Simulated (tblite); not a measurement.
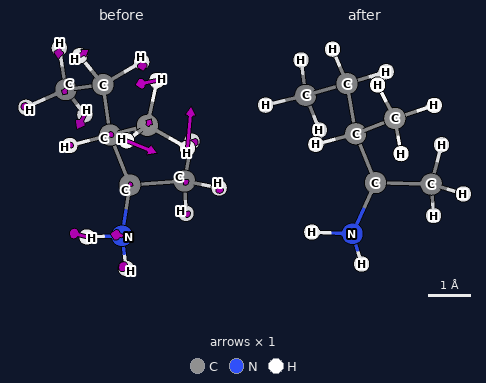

The structure of C₆H₁₄N (multiplicity 2) before (left) and after (right) a relaxation, at one scale. The purple arrows give the displacements, at their true length.

Style: ball-and-stick. Shown from a free direction.

Computed with GFN2-xTB geometry optimisation, gas phase in tblite. 

Q: Summarise the run.

A: The energy falls by 0.668 eV in 132 geometry steps. The atom that moves furthest after the best rigid fit is an H atom (1.06 Å). Largest moves by element: H 1.06 Å, N 0.45 Å, C 0.22 Å. Among the contacts that change: C–C 1.463 → 1.539 Å, C–N 1.453 → 1.407 Å, C–H 1.126 → 1.087 Å, H–N 1.040 → 1.012 Å. Among the angles between lasting bonds that change: C–C–C 118.2° → 111.9°, C–C–H 103.4° → 109.6°, C–C–H 114.8° → 109.3°. Groups turn about C–C by about 50°. Cost: 0.72 s on 1 thread of Arm Neoverse V2 (shared host).
